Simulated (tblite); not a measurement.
C3H13F3O3Si5: geometry relaxation (part 2 of 2)

The same run, continued: C3H13F3O3Si5; GFN2-xTB geometry optimisation, gas phase (tblite 0.8.0). 

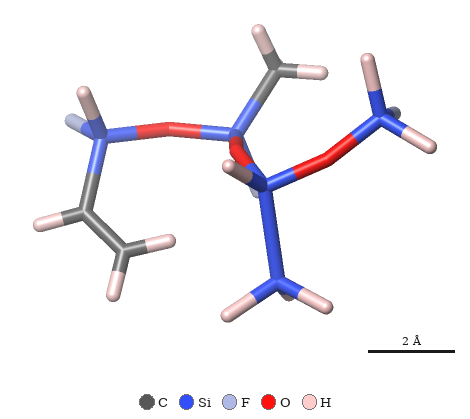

Figure 1. The geometry at step 271 of the log (stick view, seen at a tilt).

Trajectory as extended XYZ, continued:
```
27
Properties=species:S:1:pos:R:3:forces:R:3 step=90 energy=-1322.12303
C     3.2224   -1.6218   -0.7265   -0.0140   0.0090   0.0040
C     3.7170   -0.4391   -1.0631    0.0020   0.0040   0.0330
Si    2.8157    1.1955   -0.8581    0.0390   0.0360  -0.0010
F     3.8323    2.2723   -0.2198    0.0150  -0.0150  -0.0230
O     1.6287    1.0831    0.2207    0.0190   0.0090  -0.0070
Si    0.3917    0.9242    1.2367    0.0060   0.0000   0.0470
C     0.2108    2.3768    2.4139    0.0120   0.0020  -0.0010
F     0.7184   -0.4399    2.0367    0.0330  -0.0190   0.0030
O    -0.9278    0.5864    0.3863    0.0210   0.0110  -0.0010
Si   -1.4421   -0.3912   -0.8147    0.0000   0.0400  -0.0170
Si   -1.2106   -2.5961   -0.2393   -0.0090  -0.0470   0.0200
O    -3.0223   -0.0439   -1.0003   -0.0520   0.0130   0.0020
Si   -4.5018    0.2167   -0.4363   -0.0420  -0.0010   0.0190
F    -4.4056    0.9293    0.9984   -0.0150  -0.0040  -0.0080
H     3.7683   -2.5419   -0.8664    0.0150  -0.0030   0.0160
H     2.2451   -1.7119   -0.2822   -0.0400  -0.0180   0.0100
H     4.7122   -0.4040   -1.4911   -0.0160   0.0250  -0.0340
H     2.3129    1.8198   -2.0714   -0.0190  -0.0140   0.0380
H    -0.2257    3.2482    1.9352    0.0050  -0.0420  -0.0100
H     1.1885    2.6613    2.7950   -0.0430  -0.0040  -0.0150
H    -0.4140    2.1168    3.2636   -0.0010  -0.0040  -0.0390
H    -0.8812    0.1680   -2.0454    0.0290   0.0040  -0.0440
H    -2.1963   -3.4365   -0.9440    0.0050  -0.0010   0.0260
H    -1.3698   -2.9048    1.1913   -0.0020   0.0040  -0.0290
H     0.0997   -3.1406   -0.6303    0.0090   0.0060  -0.0020
H    -5.1408   -1.0650   -0.1893    0.0050   0.0240  -0.0050
H    -5.1457    1.1644   -1.3269    0.0390  -0.0170   0.0180
27
Properties=species:S:1:pos:R:3:forces:R:3 step=135 energy=-1322.17122
C     3.0849   -1.5857   -0.6234   -0.0060   0.0020   0.0550
C     3.6003   -0.4320   -1.0241    0.0020  -0.0360  -0.0180
Si    2.7849    1.2502   -0.8590   -0.0330  -0.0100  -0.0160
F     3.9326    2.3248   -0.5177    0.0100   0.0170   0.0100
O     1.8108    1.3401    0.4234    0.0110  -0.0040   0.0260
Si    0.4689    0.9157    1.2108   -0.0080   0.0060  -0.0010
C    -0.1263    2.2904    2.3416    0.0160   0.0090   0.0070
F     0.8608   -0.4157    2.0362    0.0050   0.0130  -0.0220
O    -0.6194    0.4314    0.1400   -0.0110   0.0010  -0.0060
Si   -1.3205   -0.5238   -0.9735   -0.0140  -0.0040   0.0080
Si   -1.1399   -2.7225   -0.3377   -0.0240   0.0120  -0.0250
O    -2.8975   -0.0955   -0.9727    0.0010   0.0010   0.0230
Si   -4.2335    0.4192   -0.2452   -0.0140  -0.0160  -0.0350
F    -3.8793    0.9550    1.2274    0.0030  -0.0170  -0.0330
H     3.6068   -2.5248   -0.7258    0.0250   0.0100  -0.0390
H     2.1218   -1.6431   -0.1439   -0.0520   0.0460   0.0150
H     4.5781   -0.4464   -1.4903    0.0260   0.0000  -0.0220
H     2.0998    1.7697   -2.0318    0.0180  -0.0190   0.0110
H    -0.5657    3.1136    1.7868    0.0040  -0.0300  -0.0170
H     0.7072    2.6855    2.9146   -0.0230   0.0120   0.0340
H    -0.8753    1.9268    3.0389    0.0180  -0.0070  -0.0280
H    -0.8649   -0.0020   -2.2645    0.0110   0.0040   0.0010
H    -2.2302   -3.5427   -0.8938    0.0100  -0.0070  -0.0010
H    -1.1869   -2.9414    1.1146    0.0200  -0.0180   0.0240
H     0.1056   -3.3477   -0.8168   -0.0270   0.0280   0.0060
H    -5.0984   -0.7314   -0.0576   -0.0010   0.0030   0.0280
H    -4.7445    1.5587   -0.9836    0.0320   0.0040   0.0170
27
Properties=species:S:1:pos:R:3:forces:R:3 step=225 energy=-1322.20774
C     2.8620   -1.5444   -0.5931    0.0050  -0.0080   0.0100
C     3.3463   -0.4490   -1.1606   -0.0100  -0.0110  -0.0060
Si    2.8312    1.3002   -0.7169    0.0120   0.0070  -0.0040
F     4.1158    2.1306   -0.2179    0.0010   0.0070   0.0060
O     1.8566    1.3591    0.5693    0.0060   0.0090   0.0080
Si    0.4096    0.9343    1.1478   -0.0050   0.0040   0.0050
C    -0.3976    2.3035    2.1451   -0.0090   0.0100   0.0120
F     0.6903   -0.3625    2.0668    0.0040  -0.0120  -0.0010
O    -0.4561    0.4017   -0.0926    0.0050  -0.0050  -0.0080
Si   -1.2618   -0.6648   -1.0191    0.0010  -0.0060  -0.0070
Si   -0.8959   -2.8225   -0.3316    0.0100   0.0150  -0.0060
O    -2.8519   -0.3360   -0.8180   -0.0020   0.0060   0.0100
Si   -4.0032    0.5200   -0.0981   -0.0140  -0.0040  -0.0020
F    -3.5461    0.8463    1.4092    0.0040  -0.0010  -0.0030
H     3.1868   -2.5355   -0.8707   -0.0070  -0.0010  -0.0060
H     2.1258   -1.4920    0.1923   -0.0050  -0.0070  -0.0050
H     4.0874   -0.5589   -1.9440    0.0130  -0.0010   0.0120
H     2.2633    2.0710   -1.8093    0.0010   0.0210  -0.0040
H    -0.3484    3.2619    1.6376    0.0010  -0.0140  -0.0050
H     0.0941    2.4127    3.1073    0.0070   0.0090  -0.0090
H    -1.4425    2.0763    2.3320    0.0060  -0.0060  -0.0160
H    -0.9778   -0.1690   -2.3690   -0.0050  -0.0050   0.0040
H    -2.0684   -3.6908   -0.5282   -0.0090  -0.0030   0.0010
H    -0.5184   -2.9723    1.0807    0.0030  -0.0050  -0.0040
H     0.1854   -3.4371   -1.1217   -0.0080   0.0050   0.0080
H    -5.1408   -0.3714    0.0078   -0.0080  -0.0020   0.0020
H    -4.1657    1.8149   -0.7322    0.0010  -0.0050   0.0060
27
Properties=species:S:1:pos:R:3:forces:R:3 step=271 energy=-1322.22828
C     2.7766   -1.4638   -0.8033    0.0260   0.0090  -0.0180
C     3.5443   -0.4058   -1.0220   -0.0060   0.0280  -0.0170
Si    3.0931    1.3384   -0.4970    0.0030   0.0300   0.0110
F     4.3055    1.9936    0.3353   -0.0120  -0.0300  -0.0080
O     1.8790    1.3414    0.5649    0.0040   0.0320  -0.0100
Si    0.3780    0.9289    0.9831   -0.0010  -0.0050   0.0020
C    -0.4875    2.3563    1.8371    0.0130   0.0040  -0.0080
F     0.5410   -0.3343    1.9726    0.0110  -0.0130  -0.0010
O    -0.3405    0.3469   -0.3330   -0.0110  -0.0090   0.0060
Si   -1.3449   -0.7242   -1.0418   -0.0220   0.0150  -0.0160
Si   -0.9578   -2.8751   -0.3441   -0.0120  -0.0100   0.0050
O    -2.8717   -0.3420   -0.6027   -0.0170  -0.0050  -0.0040
Si   -4.0172    0.4648    0.1753    0.0060   0.0020   0.0190
F    -3.5190    0.7285    1.6811    0.0080  -0.0100   0.0170
H     3.0521   -2.4597   -1.1116    0.0150  -0.0280  -0.0140
H     1.8324   -1.3740   -0.2912    0.0080  -0.0120   0.0150
H     4.4829   -0.5397   -1.5467    0.0070  -0.0340   0.0120
H     2.8110    2.2859   -1.5638   -0.0030  -0.0250   0.0180
H    -0.5031    3.2423    1.2096   -0.0390  -0.0030   0.0150
H     0.0327    2.6126    2.7556   -0.0320   0.0080   0.0000
H    -1.5103    2.0964    2.0894    0.0260   0.0320   0.0010
H    -1.2683   -0.2811   -2.4352    0.0070   0.0050  -0.0050
H    -2.1660   -3.7165   -0.4085    0.0120   0.0280   0.0240
H    -0.4209   -3.0091    1.0169   -0.0170  -0.0050   0.0000
H     0.0110   -3.5348   -1.2338    0.0320  -0.0120  -0.0230
H    -5.1481   -0.4353    0.2793   -0.0030  -0.0040  -0.0110
H    -4.2043    1.7858   -0.3926   -0.0040   0.0110  -0.0110
27
Properties=species:S:1:pos:R:3:forces:R:3 step=361 energy=-1322.25072
C     2.8096   -1.3908   -1.0266    0.0040  -0.0050   0.0010
C     3.7110   -0.4540   -0.7683   -0.0020   0.0080   0.0270
Si    3.3026    1.2914   -0.2104    0.0100  -0.0160  -0.0250
F     4.1091    1.5868    1.1519    0.0100   0.0020   0.0200
O     1.7452    1.5036    0.1477   -0.0230  -0.0030   0.0020
Si    0.2922    1.0292    0.6556    0.0010   0.0010   0.0010
C    -0.6465    2.4685    1.4127    0.0050  -0.0090  -0.0090
F     0.5314   -0.1504    1.7277   -0.0050  -0.0050   0.0010
O    -0.4221    0.3245   -0.6017    0.0050   0.0000   0.0010
Si   -1.5295   -0.7532   -1.1276   -0.0110   0.0050  -0.0040
Si   -1.0131   -2.8682   -0.4029   -0.0170  -0.0050   0.0130
O    -2.9759   -0.3330   -0.4936    0.0040  -0.0040  -0.0010
Si   -3.9190    0.3661    0.5971   -0.0070   0.0090  -0.0080
F    -3.2657    0.1371    2.0471    0.0010   0.0050   0.0060
H     3.0798   -2.3902   -1.3322   -0.0030   0.0040  -0.0020
H     1.7537   -1.1945   -0.9330   -0.0090  -0.0010  -0.0070
H     4.7602   -0.7026   -0.8770    0.0070  -0.0060  -0.0050
H     3.6343    2.3807   -1.1092   -0.0020   0.0110  -0.0150
H    -0.9874    3.1642    0.6525   -0.0070   0.0080   0.0010
H    -0.0212    3.0176    2.1096    0.0020   0.0030   0.0030
H    -1.5163    2.1116    1.9543   -0.0060  -0.0020   0.0060
H    -1.6623   -0.3495   -2.5277    0.0010   0.0060  -0.0040
H    -2.2123   -3.6929   -0.1780    0.0070   0.0060  -0.0060
H    -0.2313   -2.9240    0.8383    0.0130  -0.0050   0.0030
H    -0.2279   -3.5829   -1.4243    0.0140  -0.0060  -0.0060
H    -5.1659   -0.3736    0.5795    0.0150   0.0020   0.0020
H    -3.9525    1.8050    0.4112   -0.0060   0.0000   0.0040
27
Properties=species:S:1:pos:R:3:forces:R:3 step=406 energy=-1322.25318
C     2.7896   -1.3950   -1.0349    0.0000   0.0000   0.0030
C     3.6940   -0.4916   -0.6840   -0.0010   0.0010   0.0000
Si    3.2927    1.2825   -0.2216   -0.0010   0.0020   0.0010
F     4.1034    1.6432    1.1232    0.0000   0.0000  -0.0030
O     1.7362    1.5138    0.1337   -0.0010   0.0000   0.0000
Si    0.2846    1.0326    0.6392    0.0010  -0.0030  -0.0010
C    -0.6543    2.4573    1.4232    0.0030  -0.0030  -0.0030
F     0.5257   -0.1629    1.6941   -0.0010   0.0020  -0.0020
O    -0.4285    0.3442   -0.6282   -0.0010   0.0000   0.0030
Si   -1.5350   -0.7411   -1.1417    0.0040   0.0030   0.0020
Si   -0.9855   -2.8524   -0.4290    0.0000  -0.0090   0.0020
O    -2.9743   -0.3320   -0.4845    0.0010  -0.0010   0.0000
Si   -3.9016    0.3766    0.6138   -0.0020  -0.0010   0.0010
F    -3.2162    0.1844    2.0546    0.0010   0.0000   0.0020
H     3.0490   -2.4122   -1.2860    0.0010   0.0010   0.0000
H     1.7399   -1.1520   -1.0763    0.0000  -0.0010   0.0010
H     4.7368   -0.7864   -0.6609    0.0000  -0.0020   0.0010
H     3.6168    2.3258   -1.1771    0.0020  -0.0020   0.0000
H    -1.0834    3.1144    0.6735    0.0000   0.0020  -0.0010
H    -0.0016    3.0530    2.0535    0.0000   0.0040   0.0040
H    -1.4634    2.0820    2.0412   -0.0020   0.0030  -0.0010
H    -1.6863   -0.3329   -2.5387   -0.0040   0.0050  -0.0030
H    -2.1717   -3.7058   -0.2479    0.0030   0.0020  -0.0010
H    -0.2305   -2.9102    0.8291    0.0000  -0.0010  -0.0040
H    -0.1585   -3.5366   -1.4398    0.0000   0.0010   0.0000
H    -5.1352   -0.3836    0.6392   -0.0010  -0.0010  -0.0010
H    -3.9626    1.8114    0.4052    0.0000  -0.0010  -0.0010
27
Properties=species:S:1:pos:R:3:forces:R:3 step=497 energy=-1322.25452
C     2.7663   -1.4318   -0.9687    0.0000  -0.0010   0.0030
C     3.6720   -0.5419   -0.5879    0.0010   0.0010  -0.0030
Si    3.2888    1.2564   -0.2125    0.0010   0.0000   0.0000
F     4.0664    1.6606    1.1393    0.0020   0.0000   0.0010
O     1.7256    1.5219    0.0849   -0.0010   0.0000   0.0000
Si    0.2686    1.0696    0.6033   -0.0010   0.0010   0.0020
C    -0.6444    2.5177    1.3753   -0.0030  -0.0010   0.0010
F     0.4952   -0.1193    1.6682    0.0010  -0.0010   0.0010
O    -0.4614    0.3827   -0.6551   -0.0010   0.0010   0.0010
Si   -1.5611   -0.7165   -1.1522    0.0000  -0.0030  -0.0020
Si   -0.9343   -2.8355   -0.5316    0.0010  -0.0030  -0.0010
O    -2.9815   -0.3718   -0.4224    0.0010   0.0020   0.0000
Si   -3.8980    0.3291    0.6900    0.0000   0.0000   0.0000
F    -3.1611    0.1975    2.1116    0.0020   0.0010   0.0000
H     3.0106   -2.4638   -1.1687    0.0000   0.0000   0.0000
H     1.7291   -1.1610   -1.0867    0.0000  -0.0020  -0.0020
H     4.7019   -0.8638   -0.4861    0.0010  -0.0010   0.0000
H     3.6550    2.2541   -1.2005   -0.0010   0.0010   0.0000
H    -1.0461    3.1865    0.6205    0.0010  -0.0010   0.0010
H     0.0140    3.0962    2.0160   -0.0010  -0.0020  -0.0030
H    -1.4715    2.1625    1.9814   -0.0030   0.0020  -0.0010
H    -1.7816   -0.2732   -2.5295   -0.0010   0.0020  -0.0010
H    -2.0918   -3.7143   -0.2978   -0.0020  -0.0010   0.0010
H    -0.0964   -2.9163    0.6718    0.0000   0.0030   0.0000
H    -0.1640   -3.4791   -1.6116    0.0010   0.0010  -0.0010
H    -5.1008   -0.4753    0.7707   -0.0010  -0.0010   0.0010
H    -4.0191    1.7554    0.4513    0.0010   0.0010   0.0020
```

The run was set up as follows.

The input:
```
{"job": {"xc": "GFN2-xTB", "basis": "xTB", "kind": "relax"}, "charge": 0, "multiplicity": 1}
C      3.531400    -1.552100    -0.603100
C      3.800300    -0.358900    -1.169000
Si     3.091800     1.262500    -0.736800
F      3.896100     1.881500     0.489700
O      1.486300     1.202200    -0.322000
Si     0.579800     0.990600     1.031900
C      0.865900     2.291600     2.318400
F      1.010300    -0.418300     1.671200
O     -1.007200     0.852200     0.614800
Si    -1.972600    -0.093800    -0.345500
Si    -1.521100    -2.376600    -0.055900
O     -3.566400     0.236600    -0.048900
Si    -5.050400    -0.167900    -0.645700
F     -6.170000     0.498000     0.259300
H      4.023100    -2.443000    -0.936400
H      2.795000    -1.664600     0.212100
H      4.545100    -0.306800    -1.948000
H      3.241700     2.170800    -1.897500
H      0.603900     3.285100     1.950700
H      1.917600     2.316500     2.644200
H      0.251800     2.104700     3.214700
H     -1.692200     0.259300    -1.764700
H     -2.398600    -3.155200    -0.942100
H     -1.799000    -2.794100     1.348500
H     -0.101900    -2.675200    -0.398500
H     -5.206000    -1.645100    -0.621200
H     -5.174800     0.326500    -2.047400
```

The first line tells a small driver script what to run in tblite; the rest is the geometry in Å.

Launched with:
```bash
OMP_NUM_THREADS=1 python <driver script> task.json out
```

Results in brief:

```tsv
quantity	value
outcome	converged
total energy	−1322.2545 eV
hardware	1 CPU thread, shared host
wall time	12 s
peak memory	0.29 GiB
```
